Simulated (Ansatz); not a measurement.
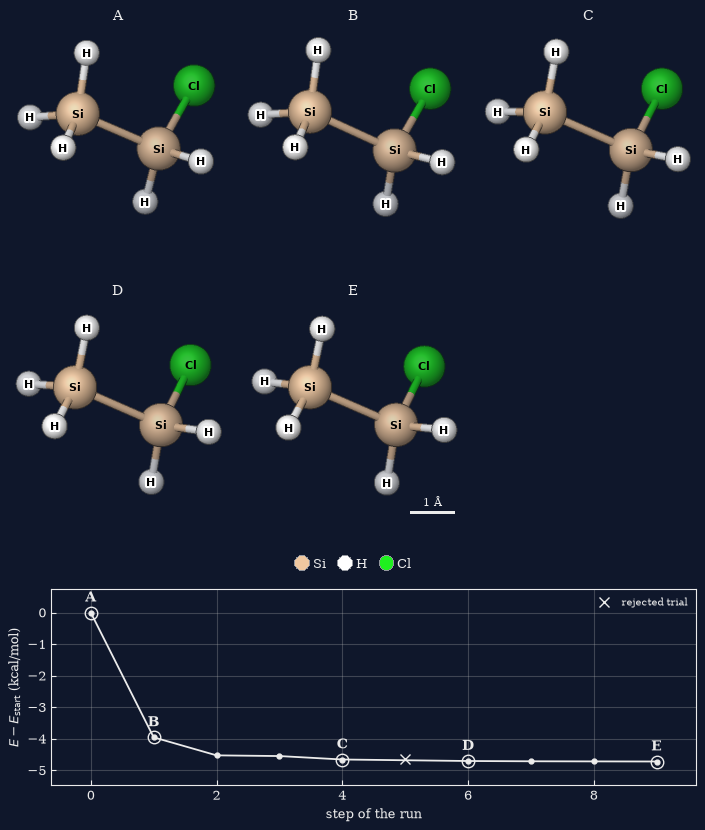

Frames of a relaxation of Si₂H₅Cl, marked on the history of the run. The picture is a ball-and-stick view, seen at a tilt.

The run prepares the start of a later molecular dynamics calculation, from a guessed geometry.

All numbers below come from RKS B3LYP-D4/cc-pVDZ in Ansatz 0.2.0.

Input file:
```yaml
crystal:
  periodic: [false, false, false]
  atoms:
    - { symbol: Si, position_ang: [0.0, 0.0, 0.0] }
    - { symbol: Si, position_ang: [0.0, 0.0, 2.22] }
    - { symbol: H, position_ang: [-1.3148, -0.4067, 2.7074] }
    - { symbol: H, position_ang: [1.0096, -0.9353, 2.7074] }
    - { symbol: H, position_ang: [0.3052, 1.342, 2.7074] }
    - { symbol: H, position_ang: [1.3768, 0.0, -0.4862] }
    - { symbol: Cl, position_ang: [-1.0032, 1.7381, -0.7093] }
    - { symbol: H, position_ang: [-0.6877, -1.1914, -0.4862] }
basis:
  gaussian: { orbitals: cc-pVDZ }
hamiltonian:
  xc: b3lyp
  dispersion: d4
relax:
  f_tol: 0.02
  max_steps: 40
output:
  orbitals: {}
```

Launched with:
```bash
ansatz run input.yaml --threads 1 --pin off --max-ram 2048MiB --backend cpu --events-out ev --progress --plain --runs-dir out
```

> What happens along the run?

The energy falls by 4.72 kcal/mol in 8 accepted moves (9 points after the start). The largest force component goes from 1.1 to 0.001 eV/Å. The line search rejected the trial step at point 5 of the run. The forces were under the threshold at step 4, but the run went on from there. H4 moves most after the best rigid fit: 0.26 Å. Largest moves by element: H 0.26 Å, Cl 0.24 Å, Si 0.08 Å. Some distances before and after: Si1–Si2 2.220 → 2.355 Å, Si2–H4 1.460 → 1.498 Å, Si1–H6 1.460 → 1.494 Å, Si1–Cl7 2.128 → 2.112 Å. Among the angles between lasting bonds that change: Si2–Si1–H6 109.5° → 112.4°, H6–Si1–Cl7 109.5° → 107.3°. From step 0 to 1: H6 moves most (0.16 Å), energy −3.95 kcal/mol. From step 1 to 4: H and Cl atoms move most (0.11 Å), energy −0.70 kcal/mol. From step 4 to 6: H and Cl atoms move most (0.07 Å), energy −0.05 kcal/mol. From step 6 to 9: H and Cl atoms move most (0.06 Å), energy −0.02 kcal/mol.
